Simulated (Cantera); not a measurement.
Input: 1 mol CF4, 2.9 mol F2, 0.2 mol H2, held at 1.00 Torr.

Equilibrium computed with Cantera from the NASA thermochemical tables; the gas is ideal and each condensed phase is pure. Candidate condensed phases: C, C6H6, C7H8, C8H18; 95 gas species. Gases not in the tables: C2F6 and larger saturated fluorocarbons. The numbers say what is thermodynamically allowed, not how fast it happens.

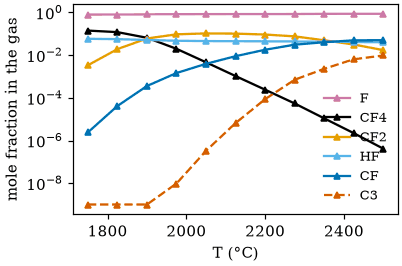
Figure: Equilibrium gas composition (values under 1e-9 drawn at 1e-9)

Problem. Read off the mole fractions at 2050 °C.

Solution. F about 0.84, CF2 about 0.10, HF about 0.046, CF4 about 0.0046, CF about 0.0039, C3 about 3.3e-7.
